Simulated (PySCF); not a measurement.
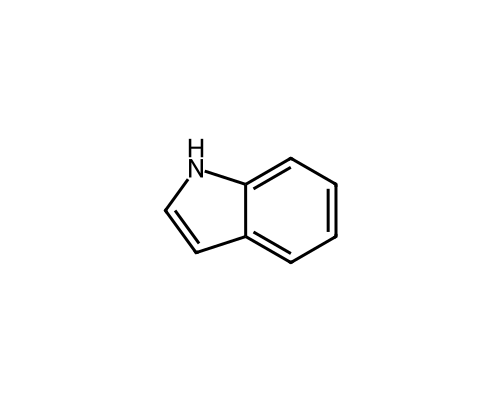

2D structure.

> Transcribe the drawing into SMILES.

c1ccc2[nH]ccc2c1

> What is the molecular formula?

C8H7N.

> An optimisation with PBE0-D3(BJ)/def2-SVP gave a structure of which point group?

Cs.

More results for the same structure follow; atom numbers are the same in all pictures, views and colours differ. The geometry was computed by an optimisation with PBE0-D3(BJ)/def2-SVP. No frequency run is at hand to confirm it as a minimum.

**Levels of theory compared**

No frequency run is at hand to confirm it as a minimum. Program: PySCF 2.14.0.

At this fixed geometry, give HOMO energy (eV), dipole (D), HOMO–LUMO gap (eV) at these levels: CAM-B3LYP/def2-SVPD; CAM-B3LYP/def2-SVPD in acetone (IEF-PCM); CAM-B3LYP/def2-SVPD in acetonitrile (IEF-PCM); PBE0/pcSseg-1 in acetone (IEF-PCM); PBE0/pcSseg-1 in acetonitrile (IEF-PCM); PBE0/pcSseg-1 in chloroform (IEF-PCM); WP04/pcSseg-1 in chloroform (IEF-PCM); ωB97X-D/pcSseg-1 in chloroform (IEF-PCM).

```
                                        level  HOMO energy (eV)  dipole (D)  HOMO–LUMO gap (eV)
                          CAM-B3LYP/def2-SVPD             −7.15        2.15                7.77
     CAM-B3LYP/def2-SVPD in acetone (IEF-PCM)             −7.21        3.09                7.76
CAM-B3LYP/def2-SVPD in acetonitrile (IEF-PCM)             −7.21        3.13                7.76
           PBE0/pcSseg-1 in acetone (IEF-PCM)             −6.10        3.13                5.61
      PBE0/pcSseg-1 in acetonitrile (IEF-PCM)             −6.11        3.17                5.61
        PBE0/pcSseg-1 in chloroform (IEF-PCM)             −6.06        2.88                5.62
        WP04/pcSseg-1 in chloroform (IEF-PCM)             −7.18        2.72                4.71
     ωB97X-D/pcSseg-1 in chloroform (IEF-PCM)             −7.77        2.84                8.99
```

**Excitation**

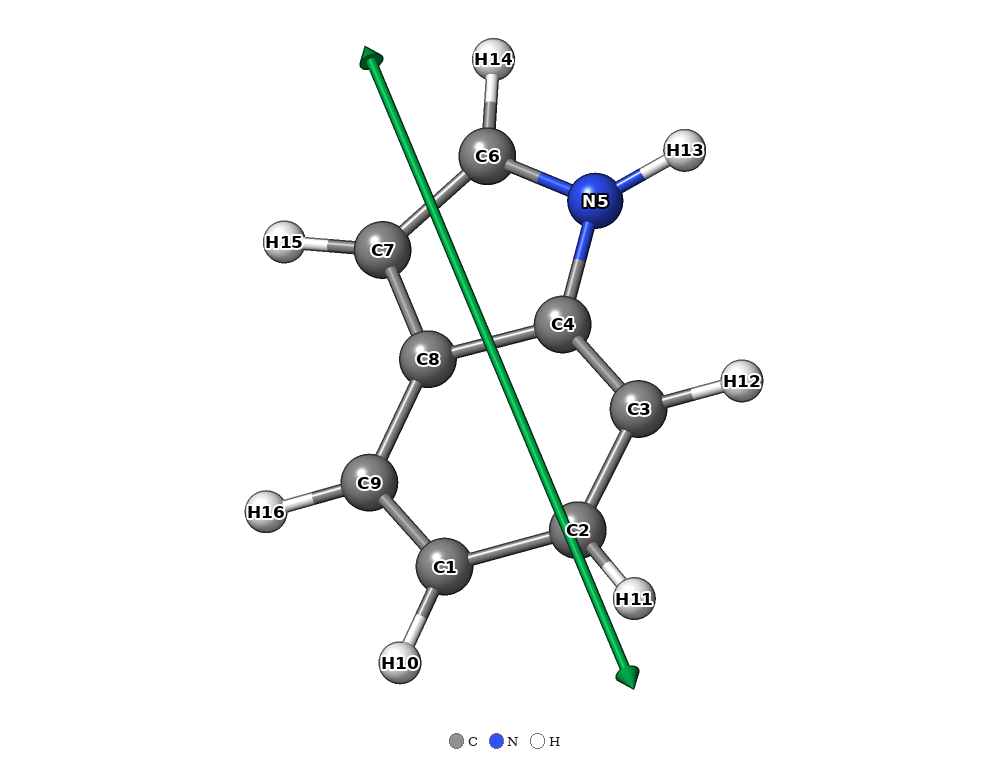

The double arrow shows the direction of the transition dipole to excited singlet state 4 (its length means nothing). No frequency run is at hand to confirm it as a minimum. Method: TDDFT CAM-B3LYP/def2-SVPD, vertical, IEF-PCM acetone (non-equilibrium linear response), core orbitals frozen in the response (PySCF 2.14.0).

> How is the transition polarised?

In the molecular plane, nearly parallel to the C7–C8 bond.

> Where does the transition lie, and how strong is it?

6.18 eV (201 nm), oscillator strength 0.86, mainly HOMO → LUMO+1 (weight 0.70); transition dipole 6.07 D.

**NMR shielding**

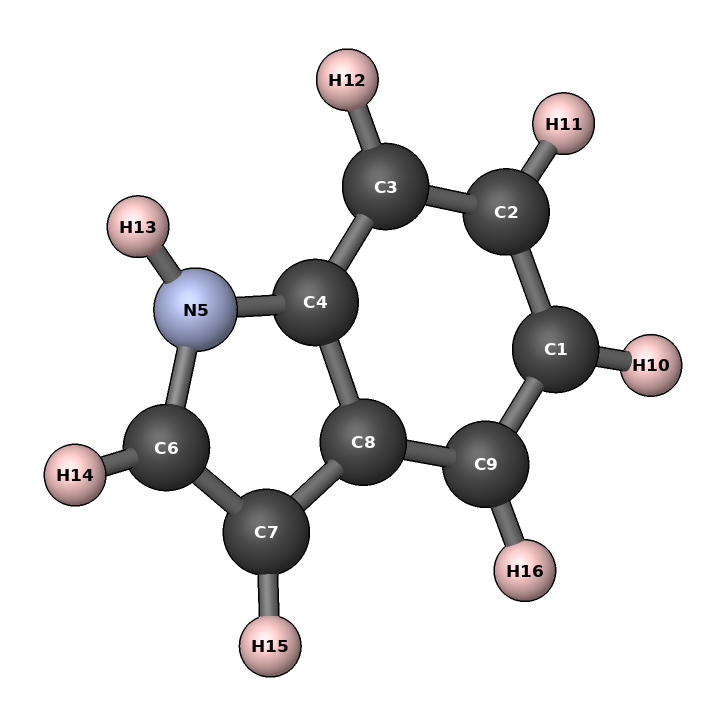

No frequency run is at hand to confirm it as a minimum. Properties computed with GIAO PBE0/pcSseg-1 NMR shielding, non-relativistic, IEF-PCM chloroform (PySCF 2.14.0). Principal shieldings σ11 ≤ σ22 ≤ σ33, span Ω = σ33 − σ11, skew κ = 3(σiso − σ22)/Ω.

Give the shielding tensors of the C atoms.

| atom | σ11 | σ22 | σ33 | σiso | Ω | κ |
| --- | --- | --- | --- | --- | --- | --- |
| C1 | −47.6 | 51.1 | 176.1 | 59.9 | 223.7 | 0.12 |
| C2 | −49.8 | 46.5 | 176.1 | 57.6 | 225.9 | 0.15 |
| C3 | −19.8 | 54.1 | 173.2 | 69.2 | 193.0 | 0.23 |
| C4 | −33.2 | 23.1 | 148.6 | 46.1 | 181.8 | 0.38 |
| C6 | −31.1 | 57.1 | 139.0 | 55.0 | 170.1 | −0.04 |
| C7 | 1.5 | 76.5 | 156.7 | 78.2 | 155.1 | 0.03 |
| C8 | −19.0 | 8.8 | 169.2 | 53.0 | 188.2 | 0.70 |
| C9 | −39.7 | 43.1 | 172.1 | 58.5 | 211.8 | 0.22 |

Shieldings and span in ppm.
